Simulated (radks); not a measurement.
**Re: atomic calculation**

- system: the neutral rhenium atom in the configuration [Xe] 4f14 5d5 6s2 (5d3/2: 4, 5d5/2: 1).
- method: Dirac Kohn-Sham, PBE, spin-unpolarised, spherical densities, finite nucleus (the in-house radial solver radks)

Summary:

- outcome: converged
- total energy: −16715.0202 hartree
- kinetic energy: 18892.6197 hartree
- electron–nucleus energy: −41809.5516 hartree
- Hartree energy: 6534.8020 hartree
- exchange–correlation energy: −332.890317 hartree
- radius at density 0.001 e/bohr³: 4.70 bohr
- SCF iterations: 15
- hardware: 1 CPU thread, shared host

Input:
```
Z 75
configuration [Xe] 4f14 5d5 6s2
relativity Dirac
functional pbe,pbe
spin unpolarised
j_filling energy
nucleus finite rms 5.3698 fm
c 137.035999084
```

Energies in input and log are in hartree, lengths in bohr (the nuclear radius in fm).

Log:
```
1s1/2   1   2.0000       -2628.73874719
2s1/2   1   2.0000        -455.45971171
2p1/2   1   2.0000        -435.90234047
2p3/2   1   4.0000        -382.99772623
3s1/2   1   2.0000        -105.42631396
3p1/2   1   2.0000         -96.67449387
3p3/2   1   4.0000         -85.18556112
3d3/2   1   4.0000         -70.45352598
3d5/2   1   6.0000         -67.95954788
4s1/2   1   2.0000         -21.98459593
4p1/2   1   2.0000         -18.32916261
4p3/2   1   4.0000         -15.64902913
4d3/2   1   4.0000          -9.64031312
4d5/2   1   6.0000          -9.14508954
4f5/2   1   6.0000          -1.58424886
4f7/2   1   8.0000          -1.49197226
5s1/2   1   2.0000          -3.10825256
5p1/2   1   2.0000          -2.00429037
5p3/2   1   4.0000          -1.60195356
5d3/2   1   4.0000          -0.20859176
5d5/2   1   1.0000          -0.17670021
6s1/2   1   2.0000          -0.21539895
Etot -16715.020200617244
Ekin 18892.619740296876
Encl -41809.551624896325
Eh 6534.802001092105
Exc -332.8903171099005
err 7.002743898478957e-09
it 15
```

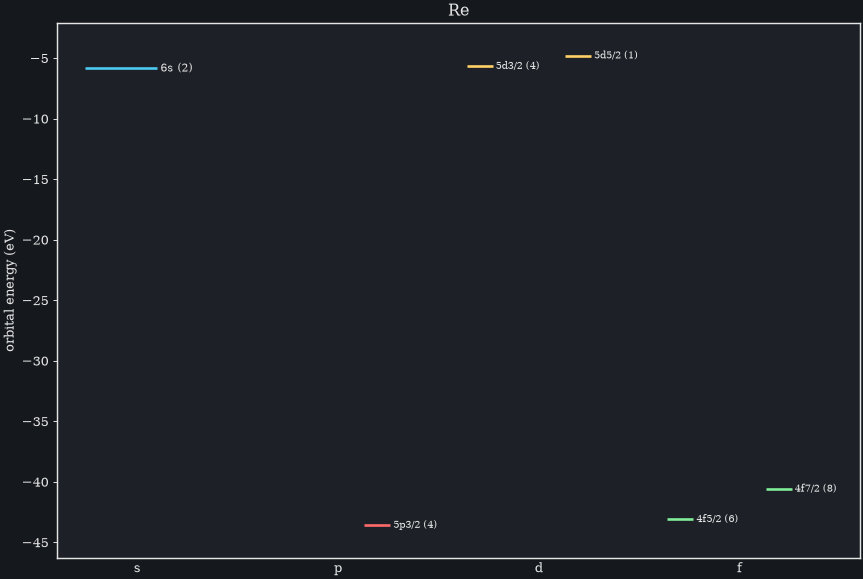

Figure 1. The outer levels are drawn by angular momentum (occupations in brackets, the lower j at the left of each column). The highest occupied level is 5d5/2 at −4.81 eV. The highest 3 occupied levels, from the top down, are 5d5/2 (−4.81 eV), 5d3/2 (−5.68 eV), 6s (−5.86 eV). Spin-orbit splittings: 5d 0.868 eV, 4f 2.51 eV.

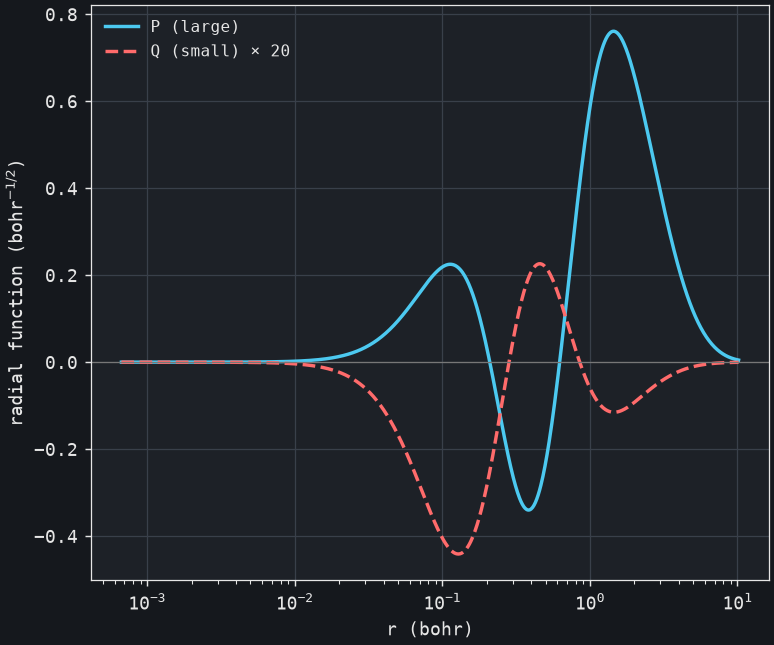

Figure 2. The large and small radial components of the 5d5/2 spinor. The spinor has κ = −3: the large component has l = 2 and 2 radial nodes (r = 0.210 and 0.623 bohr), the small one has l = 3. The small component carries 0.013 % of the norm; ⟨r⟩ = 1.99 bohr and the eigenvalue is −4.81 eV.

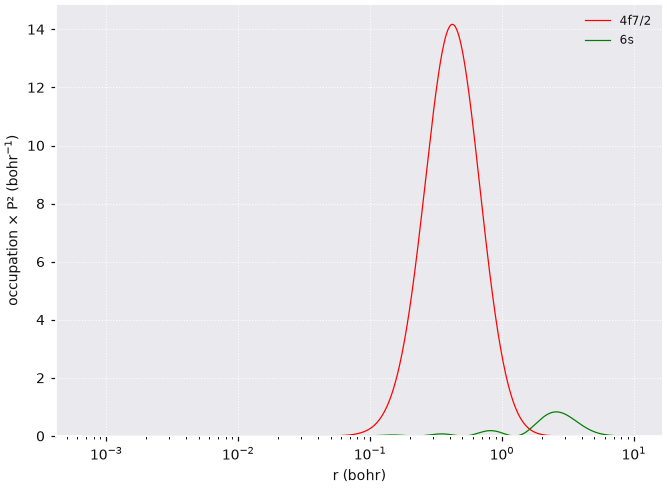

Figure 3. The radial probability densities P² (large components) of 6s and 4f7/2, each times its occupation. 4f7/2: outer maximum at 0.419 bohr, ⟨r⟩ = 0.585 bohr, 0 nodes, eigenvalue −40.6 eV; 6s: outer maximum at 2.57 bohr, ⟨r⟩ = 3.09 bohr, 5 nodes, eigenvalue −5.86 eV.
